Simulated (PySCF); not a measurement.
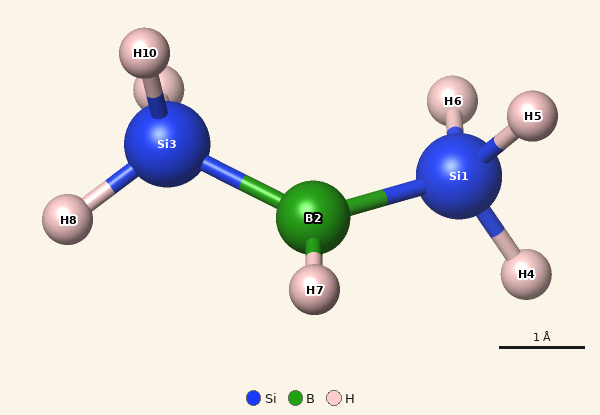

**Figure 1.** The starting structure (ball-and-stick view, seen at a tilt; atoms are numbered from 1 in the order of the input). Bond lengths as drawn: B–H 1.18 Å, B–Si 1.96 Å and H–Si 1.47 Å.

Run report: BSi₂H₇, geometry relaxation

System: BSi₂H₇, SMILES [SiH3]B[SiH3].
Method: PBE0-D3(BJ)/def2-SVP geometry optimisation, gas phase (PySCF 2.14.0).

Log
```
step   0  E = -607.48945662  max force = 0.012511
step   1  E = -607.49444473  max force = 0.001539
step   2  E = -607.49450985  max force = 0.000776
step   3  E = -607.49451958  max force = 0.000121
optimisation converged
```

Trajectory as extended XYZ (Å, eV, eV/Å), 4 frames, from step=0 to step=3
```
10
Properties=species:S:1:pos:R:3:forces:R:3 step=0 energy=-16530.63011
Si   -1.7295    0.0073    0.2302   -0.4906   0.2267   0.4011
B     0.0011   -0.6109   -0.4599   -0.0022   0.1289   0.0376
Si    1.7392    0.1910   -0.0246    0.5755   0.1366   0.3415
H    -2.6042   -1.0811    0.7000   -0.1880  -0.5288   0.0753
H    -2.5058    0.7019   -0.8128   -0.1307   0.2018  -0.5346
H    -1.6696    0.9520    1.3567    0.1836   0.3472   0.3717
H    -0.0149   -1.4998   -1.2303   -0.0176  -0.6434  -0.5734
H     2.8683   -0.7541    0.0175    0.2849  -0.4612  -0.0822
H     1.8019    0.9012    1.2631   -0.1606   0.2585   0.4512
H     2.1134    1.1924   -1.0400   -0.0544   0.3335  -0.4880
10
Properties=species:S:1:pos:R:3:forces:R:3 step=1 energy=-16530.76584
Si   -1.7734    0.0246    0.2642    0.0280  -0.0046  -0.0791
B    -0.0003   -0.6133   -0.4476    0.0291  -0.0400   0.0412
Si    1.7906    0.1825    0.0139   -0.0675   0.0117  -0.0502
H    -2.6117   -1.1418    0.6998    0.0040   0.0523   0.0036
H    -2.4819    0.7008   -0.8788    0.0034  -0.0190   0.0650
H    -1.6636    0.9983    1.3953   -0.0394  -0.0148  -0.0084
H    -0.0270   -1.5080   -1.2637   -0.0118   0.0163  -0.0141
H     2.8984   -0.8266    0.0095    0.0000   0.0435   0.0104
H     1.7943    0.9181    1.3183    0.0426  -0.0103  -0.0252
H     2.0632    1.1798   -1.0829    0.0117  -0.0351   0.0568
10
Properties=species:S:1:pos:R:3:forces:R:3 step=2 energy=-16530.76761
Si   -1.7738    0.0235    0.2619    0.0289  -0.0009  -0.0291
B     0.0006   -0.6175   -0.4437    0.0145  -0.0142   0.0217
Si    1.7908    0.1810    0.0135   -0.0399  -0.0078  -0.0114
H    -2.6177   -1.1354    0.6987   -0.0080   0.0030   0.0069
H    -2.4840    0.6996   -0.8757   -0.0064   0.0018   0.0054
H    -1.6756    0.9966    1.3932   -0.0120   0.0014   0.0054
H    -0.0278   -1.5084   -1.2638   -0.0061   0.0082  -0.0060
H     2.9038   -0.8197    0.0063    0.0110   0.0053   0.0025
H     1.8083    0.9165    1.3160    0.0145   0.0011   0.0024
H     2.0638    1.1782   -1.0784    0.0036   0.0021   0.0020
10
Properties=species:S:1:pos:R:3:forces:R:3 step=3 energy=-16530.76788
Si   -1.7736    0.0232    0.2606    0.0047   0.0026  -0.0018
B     0.0014   -0.6206   -0.4398    0.0042  -0.0005   0.0052
Si    1.7907    0.1796    0.0140   -0.0040  -0.0062   0.0048
H    -2.6218   -1.1325    0.6982   -0.0018  -0.0029   0.0013
H    -2.4833    0.6993   -0.8768   -0.0004   0.0012  -0.0048
H    -1.6818    0.9969    1.3922   -0.0004   0.0010   0.0014
H    -0.0285   -1.5085   -1.2629   -0.0022   0.0012  -0.0011
H     2.9084   -0.8163    0.0025    0.0029   0.0000  -0.0017
H     1.8166    0.9145    1.3168    0.0009  -0.0002   0.0021
H     2.0604    1.1787   -1.0768   -0.0040   0.0038  -0.0054
```

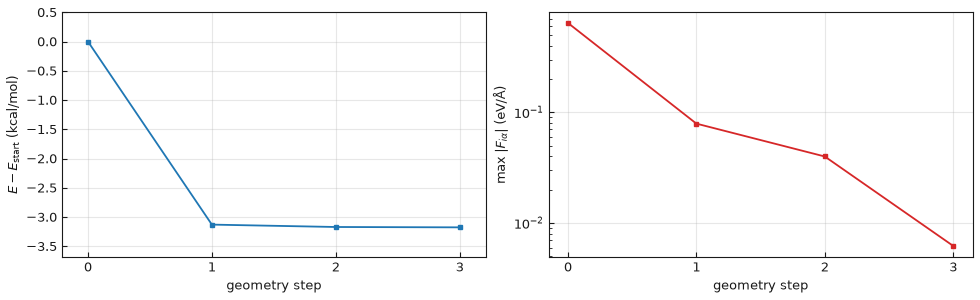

**Figure 2.** Progress of the relaxation, step by step (steps are counted from 0).

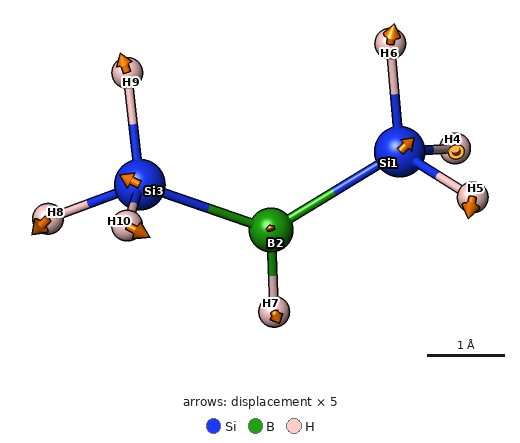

**Figure 3.** The starting structure with the displacements as orange arrows, magnified 5 times (ball-and-stick view, seen at a tilt). The two geometries are laid on each other by the best rigid fit. Over 3 geometry steps the energy falls by 3.18 kcal/mol. The largest force component goes from 0.64 to 0.0062 eV/Å. The largest move after the best rigid fit is that of H10, 0.071 Å. Largest moves by element: H 0.071 Å, Si 0.062 Å, B 0.017 Å. Among the contacts that change: B2–Si3 1.963 → 2.012 Å, B2–H7 1.176 → 1.211 Å, Si1–H4 1.473 → 1.499 Å. Among the angles that change: B2–Si3–H10 110.5° → 105.1°, H8–Si3–H9 104.6° → 108.7°, B2–Si1–H5 111.3° → 107.3°. (Atoms are counted from 1 in the order of the input.)

This output came from the following input.

Input
```
{"job": {"xc": "PBE0", "basis": "def2-SVP", "d3": "d3bj", "grid": 2, "kind": "geom"}, "charge": 0, "multiplicity": 1}
Si    -1.729536     0.007287     0.230164
B      0.001079    -0.610896    -0.459897
Si     1.739213     0.191023    -0.024581
H     -2.604166    -1.081074     0.700048
H     -2.505804     0.701954    -0.812798
H     -1.669574     0.951978     1.356703
H     -0.014848    -1.499773    -1.230334
H      2.868267    -0.754070     0.017534
H      1.801934     0.901145     1.263143
H      2.113435     1.192427    -1.039981
```

The first line tells a small driver script what to run in PySCF; the rest is the geometry in Å.

Command:
```bash
OMP_NUM_THREADS=1 python <driver script> task.json out
```

Key numbers

- outcome: converged
- total energy: −607.494520 hartree
- dipole moment: 0.39 D
- point group: C1
- hardware: 1 CPU thread, shared host
- wall time: 12 s
- peak memory: 0.44 GiB
